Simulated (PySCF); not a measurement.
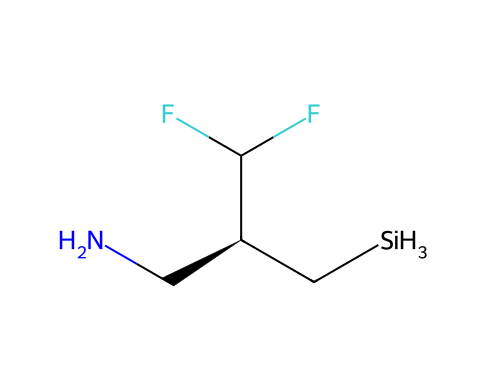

The geometry was computed by an optimisation with GFN2-xTB. No frequency run is at hand to confirm it as a minimum. Level of theory: PBE0/pcSseg-1, gas phase (PySCF 2.14.0).

Predict the main results.

The species is C₄H₁₁F₂NSi (`NC[C@H](C[SiH3])C(F)F`).
- dipole moment: 1.69 D
- HOMO energy (Kohn–Sham orbital): −7.08 eV
- LUMO energy (Kohn–Sham orbital): 0.81 eV
- HOMO–LUMO gap: 7.89 eV

The geometry is semi-empirical. Around Si such bond lengths and angles can be off by a tenth of an ångström or more and by several degrees, and values that hang on the shape move with them.
